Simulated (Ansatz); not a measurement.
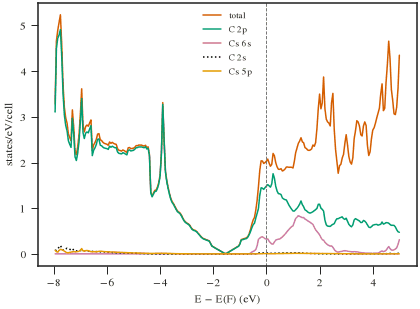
Figure: Total and projected density of states of CsC8 in space group P6/mmm (No. 191; C on 6l, C on 2c, Cs on 1b), DFT-r²SCAN+D4 in the program Ansatz with PAW potentials

Q: Which orbitals carry the states next to the Fermi level?

A: Within 0.5 eV of the Fermi level: C 2p 74 %, Cs 6s 15 %, outside the projected shells 9 %. Projections are on Löwdin-orthogonalised atomic valence shells; empty p or d shells of many metals are not among them.

A made-up cell: these elements were put on the sites of a structure type; the Crystallography Open Database copy checked does not list it. Whether it is the stable phase at ambient conditions was not checked. The r²SCAN+D4 relaxation kept the symmetry of its start; its stability against distortions is not shown here. Spin–orbit coupling is left out wherever it is not named.

Potentials: the later of the program's two PAW sets.
